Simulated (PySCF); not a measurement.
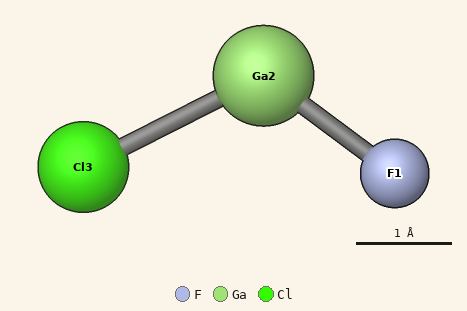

*The structure (ball-and-stick view, seen at a tilt; atoms are numbered from 1 in the order of the input). Sticks mark near contacts.*

## Property calculation, with input and output: GaClF

System: GaClF, multiplicity 2, SMILES [F][Ga][Cl].
Method: APF/cc-pVTZ-DK, UKS (PySCF 2.14.0).

The geometry comes from this level: PBE0-D4/def2-TZVP.

### The program's output
```
WARN: HOMO -0.200527768148934 >= LUMO -0.200527768148934

converged SCF energy = -2473.39062452128  <S^2> = 0.75272147  2S+1 = 2.0027196
E = -2473.3906245213 Eh
**** MO energy ****
                             alpha | beta                alpha | beta
MO #1   energy= -367.072345810011  | -367.070719461723  occ= 1 | 1
MO #2   energy= -101.369101829639  | -101.367631322381  occ= 1 | 1
MO #3   energy= -45.2557273361385  | -45.2546046462703  occ= 1 | 1
MO #4   energy= -40.535375312106   | -40.5349792112747  occ= 1 | 1
MO #5   energy= -40.5335627890649  | -40.5324931616596  occ= 1 | 1
MO #6   energy= -40.5319315785605  | -40.5308578822867  occ= 1 | 1
MO #7   energy= -24.6982413691457  | -24.6945346406576  occ= 1 | 1
MO #8   energy= -9.48673642123518  | -9.48523419990948  occ= 1 | 1
MO #9   energy= -7.2455803316349   | -7.24103872237257  occ= 1 | 1
MO #10  energy= -7.23920837883797  | -7.23841802538117  occ= 1 | 1
MO #11  energy= -7.23872604300923  | -7.23757607159463  occ= 1 | 1
MO #12  energy= -5.48055403367114  | -5.47751849171819  occ= 1 | 1
MO #13  energy= -3.85382231119857  | -3.85135080245626  occ= 1 | 1
MO #14  energy= -3.84870513001802  | -3.84573178463573  occ= 1 | 1
MO #15  energy= -3.84490235496915  | -3.84374497827537  occ= 1 | 1
MO #16  energy= -1.16989054895535  | -1.1609635470504   occ= 1 | 1
MO #17  energy= -0.913170885667363 | -0.908933482337514 occ= 1 | 1
MO #18  energy= -0.904514072374986 | -0.900705199812978 occ= 1 | 1
MO #19  energy= -0.902485032386137 | -0.899460187180149 occ= 1 | 1
MO #20  energy= -0.902110020724486 | -0.897721293560441 occ= 1 | 1
MO #21  energy= -0.895430607566558 | -0.891680320874598 occ= 1 | 1
MO #22  energy= -0.827595456141017 | -0.818637692133787 occ= 1 | 1
MO #23  energy= -0.496904038547152 | -0.47770885627076  occ= 1 | 1
MO #24  energy= -0.42768948551241  | -0.411918930735111 occ= 1 | 1
MO #25  energy= -0.413785766315995 | -0.410927742913795 occ= 1 | 1
MO #26  energy= -0.408695138068306 | -0.396589143191865 occ= 1 | 1
MO #27  energy= -0.351694283729605 | -0.349129279962858 occ= 1 | 1
MO #28  energy= -0.348935057398798 | -0.344617226484431 occ= 1 | 1
MO #29  energy= -0.267091388671307 | -0.153775821268554 occ= 1 | 0
MO #30  energy= -0.0721963019445714 | -0.043144409763941 occ= 0 | 0
MO #31  energy= 0.00975529995828754 | 0.0278284818175621 occ= 0 | 0
MO #32  energy= 0.0259126236883886 | 0.0490567862243737 occ= 0 | 0
MO #33  energy= 0.0757318370483566 | 0.0910315233067112 occ= 0 | 0
MO #34  energy= 0.162203417845114  | 0.176240583642703  occ= 0 | 0
MO #35  energy= 0.16493068037899   | 0.190160928571982  occ= 0 | 0
MO #36  energy= 0.189499988252645  | 0.210503945060067  occ= 0 | 0
MO #37  energy= 0.195241373695635  | 0.211081094758068  occ= 0 | 0
MO #38  energy= 0.200452877886885  | 0.215923847614988  occ= 0 | 0
MO #39  energy= 0.222158235021801  | 0.235176363458133  occ= 0 | 0
MO #40  energy= 0.24269876028304   | 0.254581679678229  occ= 0 | 0
MO #41  energy= 0.306789726413012  | 0.323925538209321  occ= 0 | 0
MO #42  energy= 0.370611862119943  | 0.375374720309531  occ= 0 | 0
MO #43  energy= 0.378659563806354  | 0.385372416655522  occ= 0 | 0
MO #44  energy= 0.408392839375031  | 0.422847208041129  occ= 0 | 0
MO #45  energy= 0.46354461091746   | 0.468211702671843  occ= 0 | 0
MO #46  energy= 0.474319384521776  | 0.480253143571135  occ= 0 | 0
MO #47  energy= 0.545209377211546  | 0.555320798804552  occ= 0 | 0
MO #48  energy= 0.558183366464748  | 0.571905390003593  occ= 0 | 0
MO #49  energy= 0.575236327475236  | 0.584720691660083  occ= 0 | 0
MO #50  energy= 0.733230090362354  | 0.746852349872994  occ= 0 | 0
MO #51  energy= 0.827646188807066  | 0.855480069810657  occ= 0 | 0
MO #52  energy= 0.833926054562272  | 0.859531604916546  occ= 0 | 0
MO #53  energy= 0.846913217674725  | 0.863613433919003  occ= 0 | 0
MO #54  energy= 0.856366291439179  | 0.868293845769836  occ= 0 | 0
MO #55  energy= 0.887229998481617  | 0.902698007861675  occ= 0 | 0
MO #56  energy= 0.887677763218302  | 0.906586367002006  occ= 0 | 0
MO #57  energy= 0.910149509276328  | 0.934367865817121  occ= 0 | 0
MO #58  energy= 0.941980123259057  | 0.959070345666759  occ= 0 | 0
MO #59  energy= 0.956593439220835  | 0.974335870637908  occ= 0 | 0
MO #60  energy= 0.980956750139489  | 0.997031448148814  occ= 0 | 0
MO #61  energy= 1.00738240907613   | 1.02359304928365   occ= 0 | 0
MO #62  energy= 1.02852722515583   | 1.0423075769037    occ= 0 | 0
MO #63  energy= 1.05063752091822   | 1.07061757460641   occ= 0 | 0
MO #64  energy= 1.09388807182822   | 1.12244659587122   occ= 0 | 0
MO #65  energy= 1.19902716720655   | 1.20966835746852   occ= 0 | 0
MO #66  energy= 1.40193690401609   | 1.42114096265401   occ= 0 | 0
MO #67  energy= 1.64066412959507   | 1.65640353440272   occ= 0 | 0
MO #68  energy= 1.85167193635401   | 1.86584170598579   occ= 0 | 0
MO #69  energy= 1.92226262721634   | 1.92455540519227   occ= 0 | 0
MO #70  energy= 1.9266164483078    | 1.92935814888813   occ= 0 | 0
MO #71  energy= 1.97556898411815   | 1.98482840458635   occ= 0 | 0
MO #72  energy= 1.97901624785273   | 1.98683107317002   occ= 0 | 0
MO #73  energy= 2.00264848518796   | 2.01310670077533   occ= 0 | 0
MO #74  energy= 2.02603388810803   | 2.02886914534828   occ= 0 | 0
MO #75  energy= 2.0571525907772    | 2.06381494567787   occ= 0 | 0
MO #76  energy= 2.07891508378731   | 2.08072087290548   occ= 0 | 0
MO #77  energy= 2.07924605951094   | 2.08082022937651   occ= 0 | 0
MO #78  energy= 2.09781799973423   | 2.10792110497168   occ= 0 | 0
MO #79  energy= 2.10966138649786   | 2.11709767610283   occ= 0 | 0
MO #80  energy= 2.13037633043583   | 2.13480619699592   occ= 0 | 0
MO #81  energy= 2.22505454060389   | 2.2341840348627    occ= 0 | 0
MO #82  energy= 2.25892808564293   | 2.26038371598485   occ= 0 | 0
MO #83  energy= 2.26527216360012   | 2.2688081128857    occ= 0 | 0
MO #84  energy= 2.33991426955017   | 2.34684875915926   occ= 0 | 0
MO #85  energy= 2.37252931167415   | 2.38000122016953   occ= 0 | 0
MO #86  energy= 2.4091295523355    | 2.41894615401262   occ= 0 | 0
MO #87  energy= 2.42417360066787   | 2.43202896552664   occ= 0 | 0
MO #88  energy= 2.54035624805805   | 2.55171819299333   occ= 0 | 0
MO #89  energy= 2.80280241272618   | 2.81077076605903   occ= 0 | 0
MO #90  energy= 3.10038010837948   | 3.11260742623259   occ= 0 | 0
MO #91  energy= 4.66945580221147   | 4.6718517109978    occ= 0 | 0
MO #92  energy= 4.70535286999529   | 4.71064374251518   occ= 0 | 0
MO #93  energy= 4.79318300715168   | 4.79940138194149   occ= 0 | 0
MO #94  energy= 4.9056933112938    | 4.9148253436169    occ= 0 | 0
MO #95  energy= 6.89518449542327   | 6.89844362212515   occ= 0 | 0
MO #96  energy= 6.89821848454713   | 6.898946863375     occ= 0 | 0
MO #97  energy= 6.89841846160591   | 6.90149818877284   occ= 0 | 0
MO #98  energy= 6.89856577965317   | 6.90402750922898   occ= 0 | 0
MO #99  energy= 6.90519485541595   | 6.91215178212912   occ= 0 | 0
MO #100 energy= 6.91060400706897   | 6.91913183477672   occ= 0 | 0
MO #101 energy= 6.91501628836765   | 6.92282465044609   occ= 0 | 0
MO #102 energy= 8.31373929151001   | 8.31698390019458   occ= 0 | 0
MO #103 energy= 8.32001939335078   | 8.32314606148162   occ= 0 | 0
MO #104 energy= 8.50606947483989   | 8.51593412622906   occ= 0 | 0
MO #105 energy= 8.5301400283725    | 8.54144724836975   occ= 0 | 0
MO #106 energy= 8.59101799937767   | 8.60619957448169   occ= 0 | 0
MO #107 energy= 11.0740079926389   | 11.0782998293601   occ= 0 | 0

To work with the spin densities directly, `use mulliken_meta_spin()` only printing them here.

 ** Mulliken spin pop alpha/beta on meta-lowdin orthogonal AOs **
 ** Mulliken Spin Density (per atom)  **
spin density of  0 F =      0.08839
spin density of  1 Ga =      0.76318
spin density of  2 Cl =      0.14843
 ** Mulliken pop alpha/beta on meta-lowdin orthogonal AOs **
 ** Mulliken atomic charges   ( Nelec_alpha | Nelec_beta ) **
charge of  0F =     -0.46889  (     4.77864      4.69025 )
charge of  1Ga =      0.72552  (    15.51883     14.75565 )
charge of  2Cl =     -0.25662  (     8.70253      8.55410 )
Dipole moment(X, Y, Z, Debye):  0.77418,  1.79279,  0.63762
Traceless quadrupole moment (Debye*A):
```

The run was set up as follows.

### Input (job.py)
```python
from pyscf import gto, dft

molecule = gto.Mole()
molecule.atom = '''
F   -1.421100   0.295900  -0.754800
Ga   0.066400   0.649600   0.112200
Cl   1.343900  -1.010300   0.629300
'''
molecule.spin = 1
molecule.basis = 'cc-pvtz-dk'
molecule.max_memory = 1860
molecule.charge = 0
molecule.verbose = 3
molecule.build()

mf = dft.UKS(molecule, xc='apf')
mf.max_cycle = 100
mf = mf.newton()
mf.kernel()

energy = mf.e_tot
print('E = %.10f Eh' % energy)
mf.analyze()
quad = mf.quad_moment()
```

Command:
```bash
OMP_NUM_THREADS=1 python job.py
```

### Key numbers

| quantity | value |
| --- | --- |
| outcome | converged |
| total energy | −2473.390625 hartree |
| basis functions | 107 |
| ⟨S²⟩ | 0.753 |
| dipole moment | 2.05 D |
| hardware | 1 thread of Arm Neoverse V1, 24 GiB of memory available, shared host |
| wall time | 42 s |
| peak memory | 0.55 GiB |
